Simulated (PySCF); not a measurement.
**BF (SMILES [B]F): MP2/STO-3G**

What is the vertical singlet–triplet gap of BF at MP2/STO-3G? The job is set up through a Python script.

The calculation is run with PySCF 2.14.0.

33 further runs of the same task are left out: 6 that didn't finish, 27 set aside as unsound or not needed.

## (1) The structure to begin with

BF: 2 atoms, total charge 0, spin state singlet. As SMILES, `[B]F`. Geometry: relaxed at PBE0-D4/def2-TZVP.

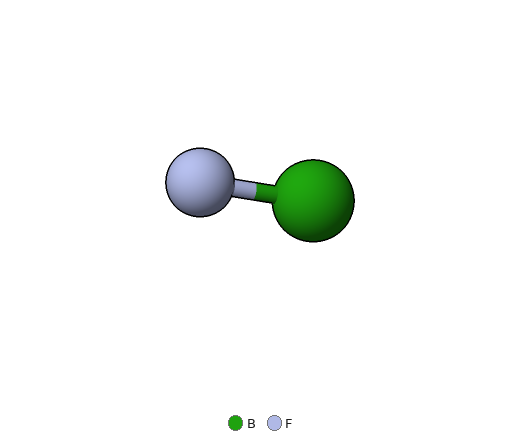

Viewed from a chosen angle; boron green, fluorine light blue.

## (2) A single-point energy at MP2/STO-3G

Input file job.py:

```python
from pyscf import gto, mp

molecule = gto.Mole()
molecule.atom = [
    ('B', (0.000000, -0.000000, -0.009350)),
    ('F', (-0.000000, 0.000000, 1.253740)),
]
molecule.charge = 0
molecule.max_memory = 1860
molecule.verbose = 3
molecule.basis = 'sto-3g'
molecule.build()

mf = molecule.RHF()
mf.conv_tol = 1e-10
mf.kernel()
if not mf.converged:
    mf = mf.newton().run(mf.mo_coeff, mf.mo_occ)

pt = mp.MP2(mf, frozen=2).run()
etot = pt.e_tot
print(f'total energy: {etot:.8f} hartree')
```

Command:

```bash
$ OMP_NUM_THREADS=1 python job.py
```

Standard output:

```text
converged SCF energy = -122.35613445426
E(RMP2) = -122.418162935863  E_corr = -0.0620284816026146
E(SCS-RMP2) = -122.418751228445  E_corr = -0.0626167741852873
total energy: -122.41816294 hartree
```

Run time: 0.73 s. Hardware: 1 thread of Intel Xeon Platinum 8375C at 2.90GHz (Ice Lake), shared host; peak memory 0.12 GiB.

## (3) The triplet

Input file job.py:

```python
from pyscf import gto, mp

mol = gto.Mole()
mol.atom = [
    ('B', (0.000000, -0.000000, -0.009350)),
    ('F', (-0.000000, 0.000000, 1.253740)),
]
mol.spin = 2
mol.verbose = 4
mol.max_memory = 1860
mol.basis = 'sto-3g'
mol.build()

myscf = mol.UHF()
myscf.conv_tol = 1e-10
myscf.kernel()
if not myscf.converged:
    myscf = myscf.newton().run(myscf.mo_coeff, myscf.mo_occ)

pt = mp.MP2(myscf, frozen=2).run()
etot = pt.e_tot
print(f'total energy: {etot:.8f} hartree')
```

Command:

```bash
$ OMP_NUM_THREADS=1 python job.py
```

Standard output:

```text
PySCF version 2.14.0

[INPUT] num. atoms = 2
[INPUT] num. electrons = 14
[INPUT] charge = 0
[INPUT] spin (= nelec alpha-beta = 2S) = 2
[INPUT] symmetry False subgroup None
[INPUT] Mole.unit = angstrom
[INPUT] Symbol           X                Y                Z      unit          X                Y                Z       unit  Magmom
[INPUT]  1 B      0.000000000000   0.000000000000  -0.009350000000 AA    0.000000000000   0.000000000000  -0.017668939265 Bohr   0.0
[INPUT]  2 F      0.000000000000   0.000000000000   1.253740000000 AA    0.000000000000   0.000000000000   2.369225231412 Bohr   0.0

nuclear repulsion = 18.8529514851673
number of shells = 6
number of NR pGTOs = 30
number of NR cGTOs = 10
basis = sto-3g
ecp = {}

[... 18 lines left out ...]
[... the frontier-level lines of each cycle are left out ...]
[... 3 lines left out ...]
[... 42 lines left out ...]
converged SCF energy = -122.264773456631  <S^2> = 2.0100484  2S+1 = 3.0066915
[... 1 line left out ...]
******** <class 'pyscf.mp.ump2.UMP2'> ********
nocc = (np.int64(6), np.int64(4)), nmo = (8, 8)
frozen orbitals 2
E(UMP2) = -122.302574565526  E_corr = -0.0378011088953408
E(SCS-UMP2) = -122.302387730147  E_corr = -0.0376142735158504
E_corr(same-spin) = -0.00893891210602912
E_corr(oppo-spin) = -0.0288621967893117
total energy: -122.30257457 hartree
```

It took 0.68 s on 1 thread of Intel Xeon Platinum 8375C at 2.90GHz (Ice Lake), shared host; peak memory 0.12 GiB.

## (4) Outcome

At MP2/STO-3G, 2 core orbitals frozen:

```
                                                           quantity          value
                                              singlet: total energy  -122.41816 Eh
                      singlet: dipole moment (Hartree–Fock density)         1.10 D
                       singlet: HOMO energy (Hartree–Fock orbitals)       -7.61 eV
                       singlet: LUMO energy (Hartree–Fock orbitals)        8.93 eV
                     singlet: HOMO–LUMO gap (Hartree–Fock orbitals)       16.54 eV
               singlet: correlation energy (2 core orbitals frozen)      -62.0 mEh
                                              triplet: total energy  -122.30257 Eh
                      triplet: dipole moment (Hartree–Fock density)         0.71 D
triplet: HOMO energy (Hartree–Fock orbitals) (highest over α and β)       -4.71 eV
 triplet: LUMO energy (Hartree–Fock orbitals) (lowest over α and β)        6.75 eV
               triplet: correlation energy (2 core orbitals frozen)      -37.8 mEh
                         triplet: ⟨S²⟩ of the reference determinant          2.010
                   vertical energy of the triplet above the singlet       3.145 eV
```

**Reading.** At this shape the triplet lies 3.15 eV (303 kJ/mol) above the singlet. In a minimal basis such a difference can be off by several eV, whatever the method.
